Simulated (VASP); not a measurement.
Band structure of SrO (rock salt). Computed with PBE GGA, VASP's PBE PAW potentials (set 64) (plane waves; VASP).

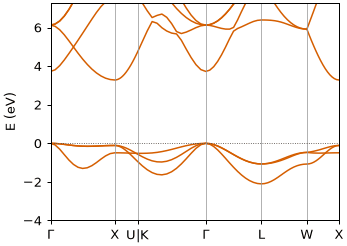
Fig. 1. Bands along high-symmetry lines, zero at the valence-band maximum or, without a gap, the Fermi level

**Question.** Read the plot: is there a gap, and where are the band edges?

**Answer.** The gap is indirect, 3.28 eV, from the valence maximum at Γ to the conduction minimum at X. (Edges off the drawn lines would not show.)

The compound is SrO in the rock salt structure. It was relaxed first.
